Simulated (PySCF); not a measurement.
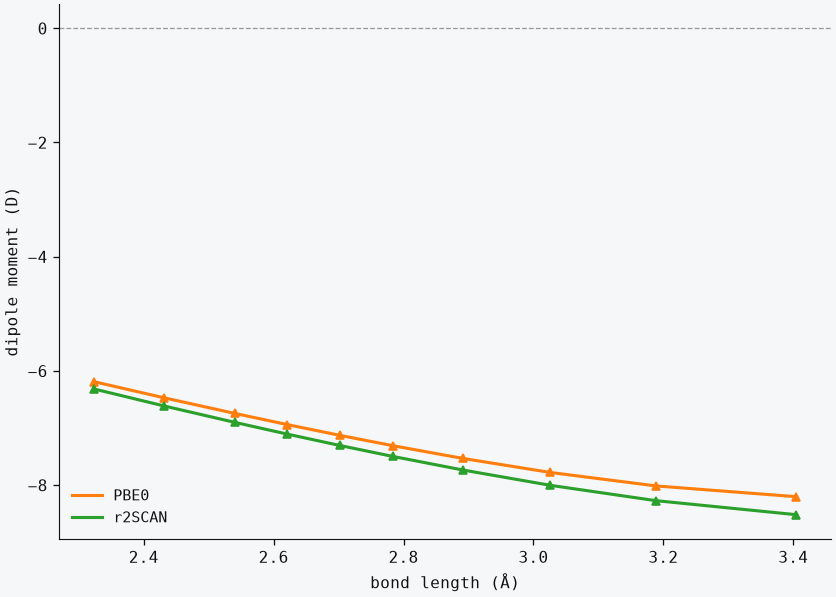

Bond curves of NaSi, quartet (excess alpha electrons: σ +1, πx +1, πy +1), x2c-TZVPPall (sfX2C-1e), PySCF 2.14.0: dipole moment, positive if the first atom is negative. One reference determinant with the occupation held, the lowest that a PBE0 search over spins and occupations found; no spin-orbit coupling. Straight lines join the computed points. References: UKS for PBE0 and r2SCAN.

> Order the curves at 3.40 Å, where they differ most.

r2SCAN −8.52, PBE0 −8.20 D, from lowest to highest.

> Give the values at the computed points.

In D:
```
bond length (Å)   PBE0  r2SCAN
           2.32  −6.19   −6.32
           2.43  −6.47   −6.62
           2.54  −6.74   −6.90
           2.62  −6.94   −7.11
           2.70  −7.13   −7.31
           2.78  −7.31   −7.50
           2.89  −7.53   −7.74
           3.03  −7.78   −8.00
           3.19  −8.01   −8.27
           3.40  −8.20   −8.52
```

Limits of at least one run: lowest determinant of a PBE0 search, another state may lie lower.
